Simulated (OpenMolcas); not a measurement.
**Geometry relaxation, with input and output: GeH$_{2}$ (part 2 of 4)**

GeH$_{2}$, SMILES [GeH2]; PBE0/def2-SVP, RKS (OpenMolcas 26.06). The geometry comes from this level: PBE0-D4/def2-TZVP.

Geometry of the input (Å):
```
Ge -0.5701  0.4051  -0.2637
H  0.7830  0.7436  0.5090
H  -0.2129  -1.1487  -0.2453
```

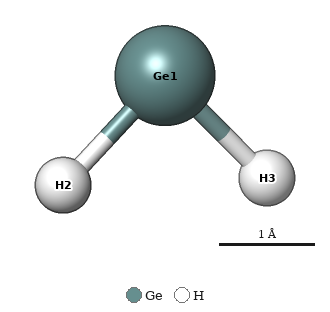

Fig. 1: The starting structure (ball-and-stick view, seen at an oblique angle; atoms are numbered from 1 in the order of the input). Sticks mark near contacts.

**The program's output, continued**
```
 ******************************************
 * Statistics of the internal coordinates *
 ******************************************
 Translations and Rotations:         0
 Bonds                     :         2
 Angles                    :         1
 Torsions                  :         0
 Out-of-plane angles       :         0

**********************************************************************************************************************
*                                    Energy Statistics for Geometry Optimization                                     *
**********************************************************************************************************************
                       Energy     Grad      Grad              Step                 Estimated   Geom       Hessian
Iter      Energy       Change     Norm      Max    Element    Max     Element     Final Energy Update Update   Index
  1  -2077.61348011  0.00000000 0.000832  0.000576 nrc001   0.002215  nrc003    -2077.61348105 RS-RFO  None      0

       +----------------------------------+----------------------------------+
       +    Cartesian Displacements       +    Gradient in internals         +
       +  Value      Threshold Converged? +  Value      Threshold Converged? +
 +-----+----------------------------------+----------------------------------+
 + RMS + 2.5061E-03  1.2000E-03     No    + 4.8007E-04  3.0000E-04     No    +
 +-----+----------------------------------+----------------------------------+
 + Max + 3.0962E-03  1.8000E-03     No    + 5.7579E-04  4.5000E-04     No    +
 +-----+----------------------------------+----------------------------------+

 Convergence not reached yet!

*****************************************************************************************************************
*****************************************************************************************************************

++ Geometry section

********************************************************************************
  Geometrical information of the new structure
********************************************************************************

 *********************************************************
 * Nuclear coordinates for the next iteration / bohr     *
 *********************************************************
  ATOM              X               Y               Z
  GE1             -1.076748        0.765288       -0.498031
  H2               1.480627        1.407872        0.962700
  H3              -0.403879       -2.173160       -0.464669

 *********************************************************
 * Nuclear coordinates for the next iteration / angstrom *
 *********************************************************
  ATOM              X               Y               Z
  GE1             -0.569791        0.404973       -0.263546
  H2               0.783514        0.745014        0.509439
  H3              -0.213723       -1.149987       -0.245892

                    ***************************************
                    *    InterNuclear Distances / bohr    *
                    ***************************************

               1 GE1           2 H2            3 H3
    1 GE1      0.000000
    2 H2       3.014435        0.000000
    3 H3       3.014687        4.290983        0.000000

                    *******************************************
                    *    InterNuclear Distances / angstrom    *
                    *******************************************

               1 GE1           2 H2            3 H3
    1 GE1      0.000000
    2 H2       1.595170        0.000000
    3 H3       1.595304        2.270691        0.000000
--
--- Stop Module: slapaf /rc=_RC_CONTINUE_LOOP_ ---

>>> END DO

--- Start Module: seward ---
--- Stop Module: seward /rc=_RC_ALL_IS_WELL_ ---

--- Start Module: scf ---
--- Stop Module: scf /rc=_RC_ALL_IS_WELL_ ---

--- Start Module: slapaf ---
--- Stop Module: slapaf /rc=_RC_INVOKED_OTHER_MODULE_ ---

--- Start Module: alaska ---
--- Stop Module: alaska /rc=_RC_ALL_IS_WELL_ ---

--- Start Module: slapaf ---

**********************************************************************************************************************
*                                    Energy Statistics for Geometry Optimization                                     *
**********************************************************************************************************************
                       Energy     Grad      Grad              Step                 Estimated   Geom       Hessian
Iter      Energy       Change     Norm      Max    Element    Max     Element     Final Energy Update Update   Index
  1  -2077.61348011  0.00000000 0.000832  0.000576 nrc001   0.002215  nrc003    -2077.61348105 RS-RFO  None      0
  2  -2077.61348135 -0.00000124 0.000504  0.000330 nrc001   0.001934  nrc001    -2077.61348172 RS-RFO  BFGS      0

       +----------------------------------+----------------------------------+
       +    Cartesian Displacements       +    Gradient in internals         +
       +  Value      Threshold Converged? +  Value      Threshold Converged? +
 +-----+----------------------------------+----------------------------------+
 + RMS + 1.1814E-03  1.2000E-03     Yes   + 2.9117E-04  3.0000E-04     Yes   +
 +-----+----------------------------------+----------------------------------+
 + Max + 1.5433E-03  1.8000E-03     Yes   + 3.2969E-04  4.5000E-04     Yes   +
 +-----+----------------------------------+----------------------------------+

 Geometry is converged in   2 iterations to a Minimum Structure

*****************************************************************************************************************
*****************************************************************************************************************

++ Geometry section

********************************************************************************
  Geometrical information of the final structure
********************************************************************************

  NOTE: on convergence the final predicted structure will be printed here.
  This is not identical to the structure printed in the head of the output.

 *********************************************************
 * Nuclear coordinates of the final structure / bohr     *
 *********************************************************
  ATOM              X               Y               Z
  GE1             -1.077190        0.765302       -0.498269
  H2               1.481550        1.408942        0.963321
  H3              -0.404360       -2.174244       -0.465053

 *********************************************************
 * Nuclear coordinates of the final structure / angstrom *
 *********************************************************
  ATOM              X               Y               Z
  GE1             -0.570024        0.404980       -0.263672
  H2               0.784002        0.745580        0.509768
  H3              -0.213978       -1.150560       -0.246095

                    ***************************************
                    *    InterNuclear Distances / bohr    *
                    ***************************************

               1 GE1           2 H2            3 H3
    1 GE1      0.000000
    2 H2       3.016234        0.000000
    3 H3       3.015747        4.293732        0.000000

                    *******************************************
                    *    InterNuclear Distances / angstrom    *
                    *******************************************

               1 GE1           2 H2            3 H3
    1 GE1      0.000000
    2 H2       1.596122        0.000000
    3 H3       1.595865        2.272145        0.000000
--
--- Stop Module: slapaf /rc=_RC_INVOKED_OTHER_MODULE_ ---

--- Start Module: last_energy ---

                                            &LAST_ENERGY

                       available to each process: 1.9 GB of memory, 1 thread

    Geometry read from RUNFILE

               SEWARD will generate:
                  Multipole Moment integrals up to order  2
                  Kinetic Energy integrals
                  Nuclear Attraction integrals (point charge)
                  One-Electron Hamiltonian integrals
                  Velocity integrals
                  Orbital angular momentum around ( -1.0344   0.7350  -0.4785 )
                  Velocity quadrupole around ( -1.0343   0.7348  -0.4784 )
                  Two-Electron Repulsion integrals

                   Integrals are discarded if absolute value <: 1.00E-14
                   Integral cutoff threshold is set to       <: 1.00E-16

            Nuclear Potential Energy             21.45312560 au

      Basis set specifications :
      Symmetry species         a
      Basis functions           42

 ###############################################################################
 ###     Minimized-density-differences option turned off!                    ###
 ###############################################################################
++    Input section:
      --------------

      Header of the integral files:

      Cartesian coordinates in angstrom:
      -----------------------------------------------------
      No.  Label        X            Y            Z
      -----------------------------------------------------
       1   GE1       -0.57002417   0.40498014  -0.26367238
       2   H2         0.78400233   0.74558011   0.50976771
       3   H3        -0.21397816  -1.15056025  -0.24609533
      -----------------------------------------------------
      Nuclear repulsion energy =   21.45312560
--

++    Orbital specifications:
      -----------------------

      Symmetry species               1
                                     a
      Frozen orbitals                0
      Occupied orbitals             17
      Secondary orbitals            25
      Deleted orbitals               0
      Total number of orbitals      42
      Number of basis functions     42
--

      Molecular charge                           0.000

      Numerical integration parameters
      --------------------------------
      Radial quadrature type:                         MHL
      Size of radial grid:                            75
      Lebedev angular grid:                           29
      Angular grid pruned with the crowding factor:  3.00E+00
                                 and fading factor:  6.00E+00
      Screening threshold for integral computation:   1.00E-11
      Radial quadrature accuracy:                     1.00E-25
      Maximum batch size:                             128
      AO values are stored on disk
      The same grid will be used for all iterations.

      DFT functional specifications
      -----------------------------
      Using Libxc version: 6.2.2
      Please cite the following reference:
      S. Lehtola, C. Steigemann, M. J.T. Oliveira, and M. A.L. Marques.,  SoftwareX 7, 1–5 (2018) doi:10.1016/j.softx.2017.11.002

      * PBEH (PBE0)

++    Optimization specifications:
      ----------------------------

      SCF Algorithm: Conventional
      D(i)-D(i-1) density differences are used
      Number of density matrices in core                 5
      Maximum number of NDDO SCF iterations            400
      Maximum number of HF SCF iterations              400
      Threshold for SCF energy change             1.00E-09
      Threshold for density matrix                1.00E-04
      Threshold for Fock matrix                   1.50E-04
      Threshold for linear dependence             1.00E-09
      Threshold at which DIIS is turned on        1.50E-01
      Maximum depth in the DIIS procedure                5
      Maximum depth in the BFGS Hessian update          30
      Threshold at which QNR/C2DIIS is turned on  7.50E-02
      Threshold for Norm(delta) (QNR/C2DIIS)      1.00E-03
      All orbitals punched on: SCFORB
--

      Detected old SCF orbitals

++ Convergence information
                                   PBE0       iterations: Energy and convergence statistics

Iter     Tot. PBE0       One-elec.       Two-elec.     Energy      Max Dij or  Max Fij      DNorm      TNorm      AccCon     Time
         Energy          Energy          Energy        Change      Delta Norm                                                in Sec.

 The total and one-electron energies are shifted by a value of      2000. a.u.

   1   -77.613481608  -997.947806465   898.881199259   0.00E+00    1.77E-04*   1.51E-04*    9.85E+00   2.81E+02   None         0.
   2   -77.613481677  -997.948156045   898.881548770  -6.90E-08*   6.58E-05    1.66E-05     1.20E-03   2.81E+02   EDIIS        0.
   3   -77.613481679  -997.946746249   898.880138972  -1.61E-09*   1.93E-05    7.99E-06     2.79E-04   2.81E+02   c2DIIS       0.
   4   -77.613481680  -997.947749960   898.881142683  -9.42E-10    4.40E-06    2.02E-06     1.32E-04   2.81E+02   QNRc2DIIS    0.

       Convergence after   4 Iterations
--

 *****************************************************************************************************************************
 *                                             SCF/KS-DFT Program, Final results                                             *
 *                                                       Final Results                                                       *
 *****************************************************************************************************************************

::    Total KS-DFT energy                           -2077.6134816798
      One-electron energy                           -2997.9477499602
      Two-electron energy                             898.8811426826
      Nuclear repulsion energy                         21.4531255978
      Kinetic energy (interpolated)                  2074.9922058932
      Virial theorem                                    1.0012632702
      Total spin, S(S+1)                                0.0000000000
      Total spin, S                                     0.0000000000
      Max non-diagonal density matrix element           0.0000040648
      Max non-diagonal Fock matrix element              0.0000000000

      No orbitals printed

++    Molecular charges:
      ------------------

      Mulliken charges per centre
      ---------------------------

                GE1     H2      H3
      Total   31.8106  1.0947  1.0947

      N-E      0.1894 -0.0947 -0.0947

      Total electronic charge=   34.000000

      Total            charge=   -0.000000
--

++    Molecular properties:
      ---------------------
```
